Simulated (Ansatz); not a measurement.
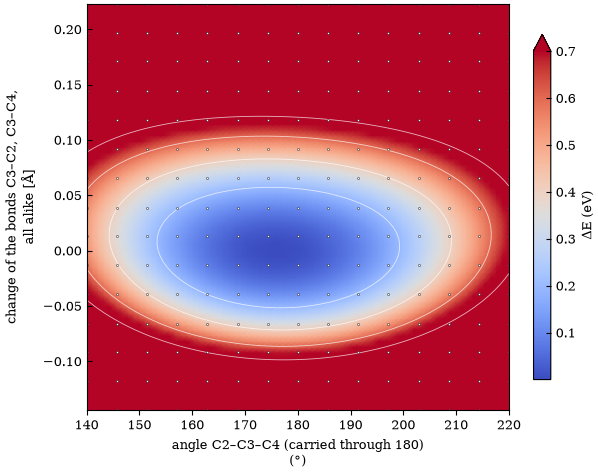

C3H4AlF, SMILES FC=C=[CH][AlH2]. The first coordinate is: angle C2–C3–C4 (carried through 180); the second: change of the bonds C3–C2, C3–C4, all alike. Nothing is relaxed (all other coordinates rigid). Grid: 15 × 15 points. Points are written as (first, second). Energies: eV, counted from the relaxed molecule at the same level. Computed with RKS PBE0-D4/def2-SVP (Ansatz 0.2.0).

The picture shows a smooth colour map with a few white contour lines, dots at the grid points, one colour for all values above the top of the scale. Between grid points the surface is interpolated.

Estimate the position of the minimum and the force constants in these coordinates.

Answer. The interpolated minimum is at the first coordinate ≈ 176.0°, the second coordinate ≈ 0.000 Å. The curvatures there are about 2.5 eV/rad² and 136 eV/Å², with a cross term of about 0.7 eV/(rad·Å). Round the minimum the two coordinates are nearly uncoupled.
